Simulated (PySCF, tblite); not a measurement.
# C3H12NPSSi2: geometry, infrared bands and NMR shifts

What infrared bands and NMR shifts should C3H12NPSSi2 (`[SiH3]N([SiH3])P1(=S)CCC1`) show?

Programs: tblite 0.8.0 and PySCF 2.14.0, with density-fitted response routines of our own. Each step states its level of theory. These are calculated values for one molecule in the gas phase, unless marked as measured. Atoms count from 0, in the outputs and in this text.

## (1) Starting geometry

20 atoms, charge 0, multiplicity 1; geometry from: force field or distance geometry start.

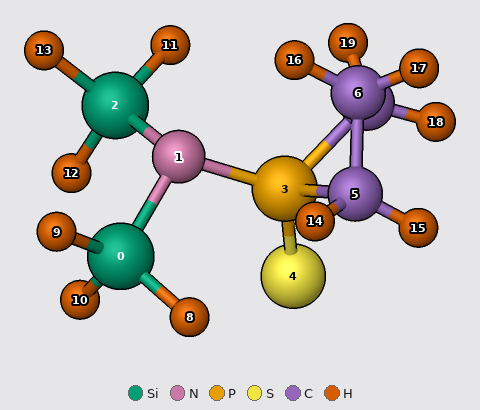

As it starts; silicon teal, nitrogen pink, phosphorus amber, sulfur yellow, carbon purple, hydrogen orange, atoms numbered.

## (2) Optimising the geometry with GFN2-xTB

The job: settings as JSON, then the geometry in Å.

```
{"job": {"kind": "relax", "xc": "GFN2-xTB", "basis": "xTB"}, "charge": 0, "multiplicity": 1}
Si     2.061500     1.260300     0.111300
N      0.955100    -0.147900     0.294900
Si     1.857400    -1.618400    -0.197100
P     -0.435000     0.170100    -0.686600
S     -0.169600     0.690700    -2.268200
C     -1.604800     1.174400     0.281500
C     -1.963200    -0.107300     1.011500
C     -1.898500    -0.791500    -0.340600
H      1.193900     2.438600    -0.123900
H      2.808600     1.409100     1.358000
H      2.917300     1.087700    -1.065500
H      0.951600    -2.716800    -0.570800
H      2.797900    -1.309500    -1.272100
H      2.657700    -2.106200     0.938200
H     -1.022100     1.914100     0.899700
H     -2.397700     1.613500    -0.318800
H     -1.171600    -0.454700     1.722100
H     -2.979800    -0.032900     1.421700
H     -2.814900    -0.569500    -0.903600
H     -1.749000    -1.893200    -0.294700
```

Started as:

```sh
$ OMP_NUM_THREADS=1 python probes_run.py task.json out
```

One launch serves the whole session: the jobs run in the order shown.

**Question.** This job is followed by: GFN2-xTB harmonic vibrations, gas phase; GIAO PBE0/pcSseg-1 NMR shielding, non-relativistic, gas phase. Predict these results of the whole session: strongest single infrared mode (GFN2-xTB); zero-point energy (GFN2-xTB); 13C shifts against TMS (PBE0/pcSseg-1, means over atoms taken as alike); 1H shifts against TMS (PBE0/pcSseg-1, means over atoms taken as alike); 29Si shifts against TMS (PBE0/pcSseg-1, means over atoms taken as alike); 15N shifts against NH3 (PBE0/pcSseg-1); 31P shifts against H3PO4 (PBE0/pcSseg-1); 33S shifts against CS2 (PBE0/pcSseg-1).

The runs gave:

```
                                                                quantity                             value
                               strongest single infrared mode (GFN2-xTB)             2296 cm⁻¹, 688 km/mol
                                            zero-point energy (GFN2-xTB)                     87.0 kcal/mol
 13C shifts against TMS (PBE0/pcSseg-1, means over atoms taken as alike)                    48.5, 14.8 ppm
  1H shifts against TMS (PBE0/pcSseg-1, means over atoms taken as alike)  4.68, 2.97, 2.64, 2.10, 1.93 ppm
29Si shifts against TMS (PBE0/pcSseg-1, means over atoms taken as alike)                         -53.4 ppm
                                  15N shifts against NH3 (PBE0/pcSseg-1)                          44.4 ppm
                                31P shifts against H3PO4 (PBE0/pcSseg-1)                          75.1 ppm
                                  33S shifts against CS2 (PBE0/pcSseg-1)                           -32 ppm
```

What this shows: The optimisation took 94 steps and gained 3.188 eV; among the close pairs (by a distance rule), P3–S4 changed most, from 1.686 to 1.935 Å. The lowest mode is imaginary (40i cm⁻¹), so the xTB geometry is not a minimum. The strongest single mode, at 2296 cm⁻¹, moves mainly H13 and H9. Unscaled tight-binding wavenumbers are off by several per cent, some by more. Its intensities can rank the bands wrongly. At PBE0/pcSseg-1: The widest tensor belongs to P3: span 236 ppm, with a paramagnetic part of -720 ppm.
